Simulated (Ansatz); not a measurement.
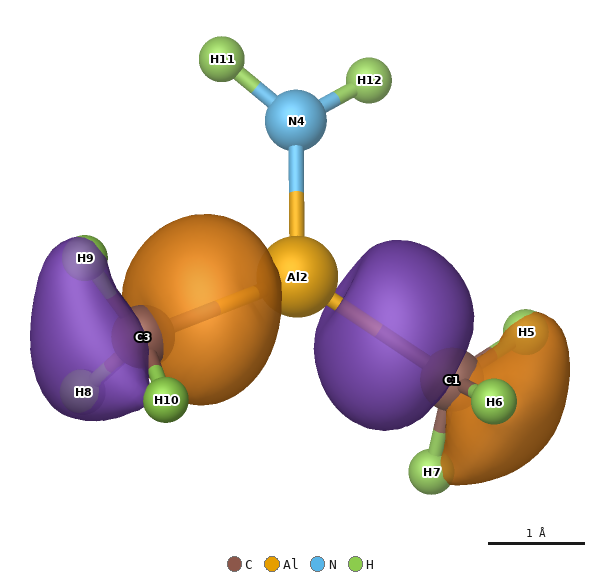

Figure 1: C$_{2}$H$_{8}$AlN (SMILES [CH3][Al]([CH3])[NH2]). The HOMO−1 at ±0.15 Å⁻³ᐟ² (orange and purple are the two phases), seen at an oblique angle.

Geometry: PBE0-D4/def2-TZVP.

All numbers below come from RKS PBE0-D4/def2-TZVPP (Ansatz 0.2.0).

The calculation's input:

```
crystal:
  periodic: [false, false, false]
  atoms:
    - {symbol: C, position_ang: [-0.453898, 1.614732, -0.831267]}
    - {symbol: Al, position_ang: [-0.083219, -0.142412, -0.061747]}
    - {symbol: C, position_ang: [1.167957, -0.432341, 1.411195]}
    - {symbol: N, position_ang: [-0.916656, -1.553492, -0.741534]}
    - {symbol: H, position_ang: [-1.129424, 1.567027, -1.689329]}
    - {symbol: H, position_ang: [-0.910055, 2.279724, -0.090118]}
    - {symbol: H, position_ang: [0.466806, 2.106972, -1.161210]}
    - {symbol: H, position_ang: [2.192318, -0.534840, 1.036566]}
    - {symbol: H, position_ang: [0.942322, -1.340145, 1.977385]}
    - {symbol: H, position_ang: [1.174254, 0.406648, 2.113033]}
    - {symbol: H, position_ang: [-0.807378, -2.501137, -0.418417]}
    - {symbol: H, position_ang: [-1.566126, -1.525836, -1.510758]}
basis:
  gaussian: {orbitals: def2-TZVPP}
hamiltonian: {xc: pbe0, dispersion: d4}
output: {orbitals: {seedname: orbitals}}
```

Run with:

```sh
ansatz run in.yaml --threads 4 --pin off --events-out ev --progress --plain --max-ram 10444MiB
```

### Where does this orbital lie, and at what energy?

By Hirshfeld shares it lies mainly on C3 (about 30 %), C1 (about 30 %) and Al2 (about 20 %). Its energy is −7.55 eV.
